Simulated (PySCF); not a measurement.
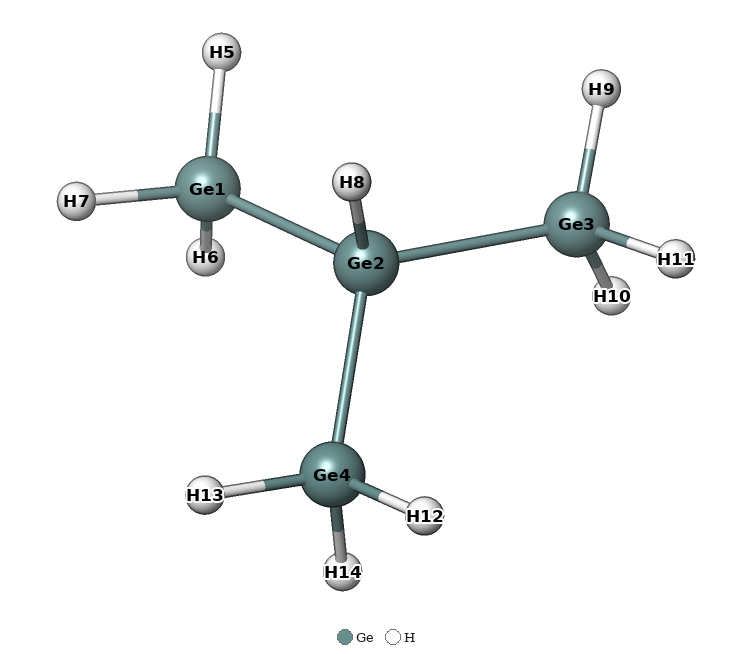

The computed structure is the end point of a GFN2-xTB optimisation. No frequency run is at hand to confirm it as a minimum. Electric field gradients from the ground-state density, PBE0/pcSseg-1 (PySCF 2.14.0), non-relativistic apart from any core potentials.

Give the largest field-gradient component, the quadrupole coupling constant and the asymmetry for 73Ge at Ge1 (Q = −196 mb), 73Ge at Ge2 (Q = −196 mb), 2H at H5 (Q = 2.86 mb), 2H at H6 (Q = 2.86 mb), 2H at H8 (Q = 2.86 mb).

```json
{"atom": "Ge1", "V_zz (a.u.)": "0.395", "e²qQ/h (MHz)": "−18.20", "η": "0.01"}
{"atom": "Ge2", "V_zz (a.u.)": "−0.293", "e²qQ/h (MHz)": "13.48", "η": "0.01"}
{"atom": "H5", "V_zz (a.u.)": "0.159", "e²qQ/h (MHz)": "0.107", "η": "0.00"}
{"atom": "H6", "V_zz (a.u.)": "0.159", "e²qQ/h (MHz)": "0.107", "η": "0.00"}
{"atom": "H8", "V_zz (a.u.)": "0.144", "e²qQ/h (MHz)": "0.097", "η": "0.00"}
```

The geometry is semi-empirical. Around Ge such bond lengths and angles can be off by a tenth of an ångström or more and by several degrees, and values that hang on the shape move with them.
